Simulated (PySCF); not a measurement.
Excited-state calculation, with input and output: GeBAsH₆O

GeBAsH₆O, computed with TDDFT CAM-B3LYP/def2-SVPD, vertical, gas phase, core orbitals frozen in the response (PySCF 2.14.0).

The geometry comes from this level: GFN2-xTB. It belongs to a series of runs on one base structure; here: H on B replaced by OGeH3.

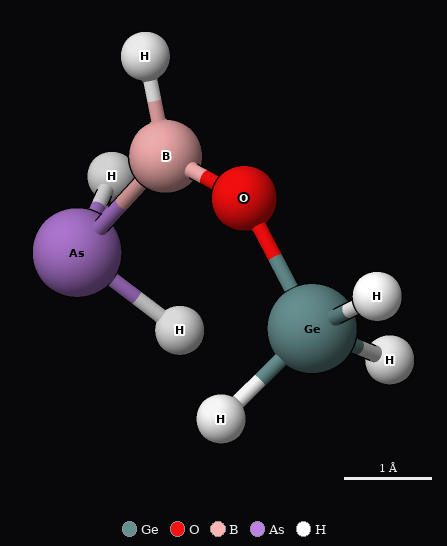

**Figure 1.** The structure as given in the input (ball-and-stick view, seen at a tilt). Sticks mark near contacts. Bond lengths as drawn: As–B 2.03 Å, As–H 1.50 to 1.51 Å, B–H 1.18 Å, B–O 1.32 Å, Ge–H 1.49 to 1.50 Å and Ge–O 1.74 Å.

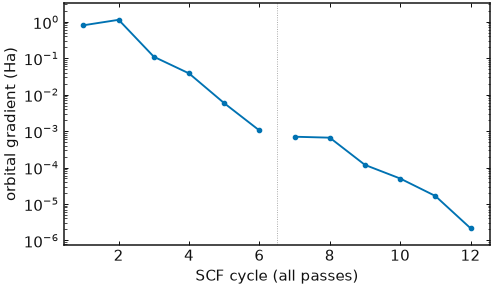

**Figure 2.** Convergence of the self-consistent field: orbital gradient against the SCF cycle. The dotted line marks the change from a coarse to the final integration grid. The first 6 cycles use a coarse grid, the final grid takes over at cycle 7, and the field converges after 12 cycles in all.

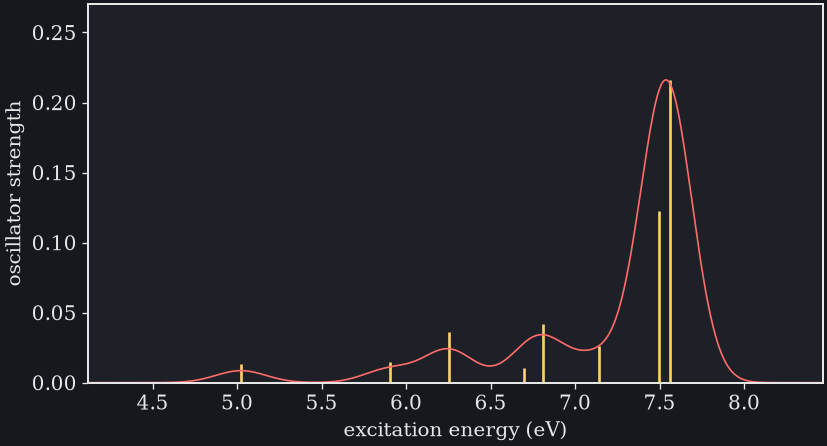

**Figure 3.** Computed excitations as sticks (degenerate states added up, dark ones marked on the axis), with a Gaussian envelope of 0.35 eV full width at half maximum, scaled to the tallest. Of the 8 states the lowest lies at 5.02 eV (f = 0.013); the strongest line is at 7.56 eV, or 164 nm (f = 0.216).

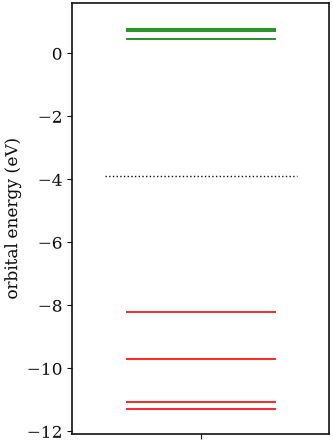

**Figure 4.** Orbital energies near the frontier; the dotted line parts filled from empty levels, and levels within 0.02 eV of each other stand side by side. Highest filled −8.21 eV, lowest empty 0.45 eV, 8.66 eV apart.

The input that produced these results follows, with the program's output.

**Input file**
```
{"job": {"kind": "uv", "xc": "CAM-B3LYP", "basis": "def2-SVPD", "nstates": 8, "ntriplets": 3}, "charge": 0, "multiplicity": 1}
Ge    -1.734335     0.239502    -0.013097
O     -0.467685    -0.944585    -0.197634
B      0.853115    -1.037395    -0.160918
As     2.100418     0.516306     0.247612
H     -2.954072    -0.624797    -0.017603
H     -1.667628     1.166230    -1.190874
H     -1.528530     0.967681     1.285319
H      1.304223    -2.116640    -0.349708
H      1.211961     1.516788    -0.461456
H      2.891415     0.321566    -1.017010
```

The first line tells a small driver script what to run in PySCF; the rest is the geometry in Å.

Command:
```bash
OMP_NUM_THREADS=1 python <driver script> task.json out
```

**Output**
```
coarse grid: 39944 points
cycle   1  E = -4416.0788971441  dE = -1.035e+00  |g| = 8.030e-01  |ddm| = 3.910e+00
cycle   2  E = -4415.9686237089  dE =  1.103e-01  |g| = 1.134e+00  |ddm| = 1.867e+00
cycle   3  E = -4416.1848408417  dE = -2.162e-01  |g| = 1.098e-01  |ddm| = 1.148e+00
cycle   4  E = -4416.1868211002  dE = -1.980e-03  |g| = 3.832e-02  |ddm| = 1.694e-01
cycle   5  E = -4416.1870092534  dE = -1.882e-04  |g| = 5.840e-03  |ddm| = 3.834e-02
cycle   6  E = -4416.1870175645  dE = -8.311e-06  |g| = 1.040e-03  |ddm| = 1.072e-02
final grid: 80760 points
cycle   7  E = -4416.1869894569  dE = -4.904e-07  |g| = 6.996e-04  |ddm| = 5.223e-03
cycle   8  E = -4416.1869895082  dE = -5.122e-08  |g| = 6.594e-04  |ddm| = 1.680e-03
cycle   9  E = -4416.1869895709  dE = -6.278e-08  |g| = 1.179e-04  |ddm| = 7.324e-04
cycle  10  E = -4416.1869895747  dE = -3.780e-09  |g| = 4.991e-05  |ddm| = 2.026e-04
cycle  11  E = -4416.1869895758  dE = -1.064e-09  |g| = 1.657e-05  |ddm| = 1.314e-04
cycle  12  E = -4416.1869895758  dE = -5.730e-11  |g| = 2.157e-06  |ddm| = 2.572e-05
converged SCF energy = -4416.1869895758

Static polarisability (au): isotropic 78.373, principal 67.226 75.539 92.353

Singlet excitations
state   eV       nm        f      main configurations
  1   5.0231    246.8   0.01317   H->L 0.56, H->L+1 0.28
  2   5.9031    210.0   0.01492   H->L+1 0.42, H->L 0.27, H->L+3 0.14
  3   6.2520    198.3   0.03610   H->L+3 0.66, H->L+2 0.14, H->L 0.10
  4   6.6981    185.1   0.01074   H-1->L 0.46, H->L+1 0.14, H->L+2 0.10
  5   6.8085    182.1   0.04223   H->L+2 0.43, H-1->L 0.16, H-1->L+1 0.14
  6   7.1392    173.7   0.02588   H->L+4 0.40, H->L+2 0.14, H->L+5 0.13
  7   7.4965    165.4   0.12220   H->L+5 0.67, H->L+6 0.14
  8   7.5616    164.0   0.21616   H->L+6 0.56, H->L+5 0.11

Triplet excitations (Tamm-Dancoff, eV): 4.4265 5.4651 5.7172
```

**Key numbers**

```tsv
quantity	value
outcome	converged
total energy	−4416.186990 hartree
HOMO	−8.21 eV
LUMO	0.45 eV
dipole moment	2.05 D
mean polarisability	78.37 a.u.
lowest singlet excitation	5.02 eV
hardware	1 CPU thread, shared host
wall time	67 s
peak memory	0.73 GiB
```

Spin–orbit coupling is left out, which matters for the heavy atoms.
